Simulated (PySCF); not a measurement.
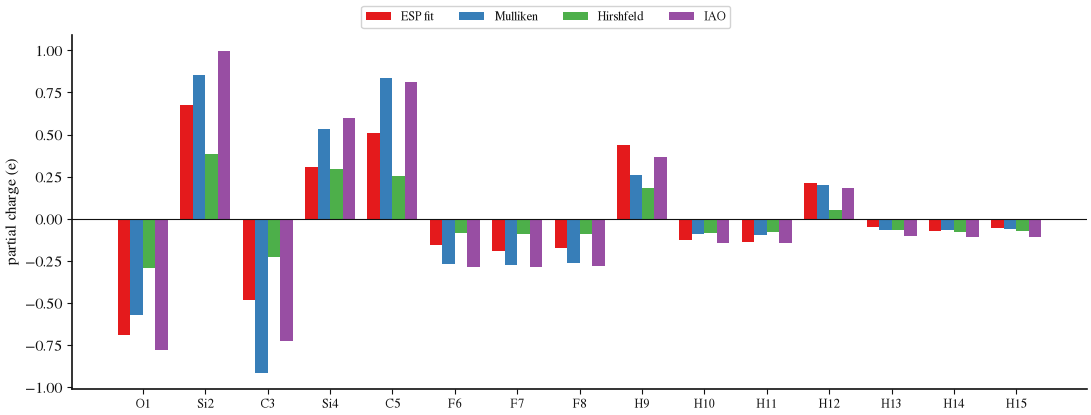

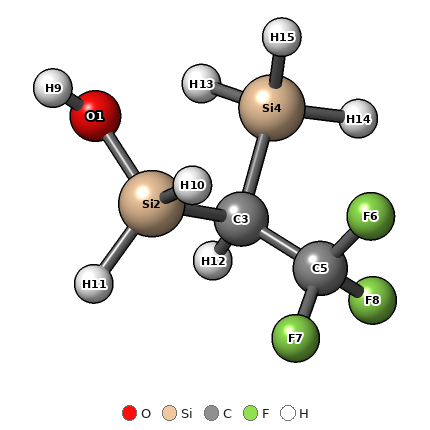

Atomic charges of C₂H₇F₃OSi₂, SMILES O[SiH2][C@@H]([SiH3])C(F)(F)F by 4 schemes, PBE0/pcSseg-1 with PySCF, at a PBE0-D3(BJ)/def2-SVP geometry (no frequency check).

### On which atom do the schemes disagree most?

On C3: ESP fit −0.48, Mulliken −0.91, Hirshfeld −0.23, IAO −0.73 e.

### Which atom is the most negative in each scheme?

ESP fit: O1 (−0.69 e); Mulliken: C3 (−0.91 e); Hirshfeld: O1 (−0.29 e); IAO: O1 (−0.78 e).

Caveats: one conformer of a flexible molecule.
